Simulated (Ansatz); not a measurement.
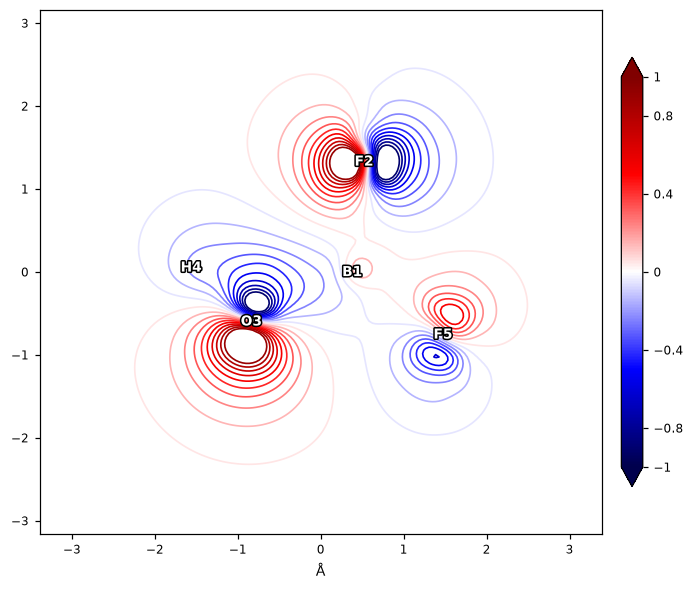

*BF2HO. The HOMO−1 on the molecular plane (values in Å⁻³ᐟ²; the overall sign is arbitrary).*

Method: Ansatz 0.2.0, RKS PBE-D4/def2-SVP.

```xyz
5

B    -0.0386   -0.0810   -0.0974
F     0.1261   -0.1417    1.2310
O     0.9589   -0.3806   -0.9642
H     1.7780   -0.6358   -0.5039
F    -1.2255    0.2872   -0.5704
```

> What is the character of this orbital?

It lies mainly on O3 (about 50 %), F2 (about 35 %) and F5 (about 10 %); it is symmetric in the molecular plane (an in-plane orbital: σ, lone-pair or in-plane π type); largely a combination of lone pairs on O3, F2 and F5. Its energy is −8.95 eV.
